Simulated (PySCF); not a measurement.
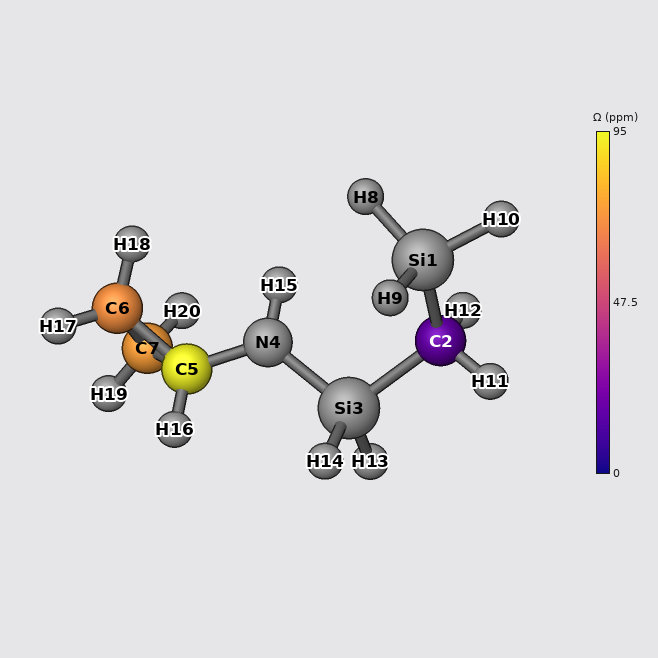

The C atoms are coloured by the span of their shielding tensor. Geometry: an end point of a reaction path computed with GFN2-xTB. Method: GIAO PBE0/pcSseg-1 NMR shielding, non-relativistic, gas phase (PySCF 2.14.0). Principal shieldings σ11 ≤ σ22 ≤ σ33, span Ω = σ33 − σ11, skew κ = 3(σiso − σ22)/Ω.

Question: Which C atom has the most anisotropic shielding?

Answer: C5, with a span of 94 ppm.

Give the shielding tensors of the C atoms.

```
atom    σ11    σ22    σ33   σiso     Ω     κ
  C2  190.7  197.8  208.3  199.0  17.6  0.19
  C5  116.9  142.3  210.4  156.5  93.5  0.46
  C6  145.4  174.1  215.7  178.4  70.3  0.18
  C7  141.6  173.0  215.7  176.7  74.1  0.15
```

Shieldings and span in ppm.
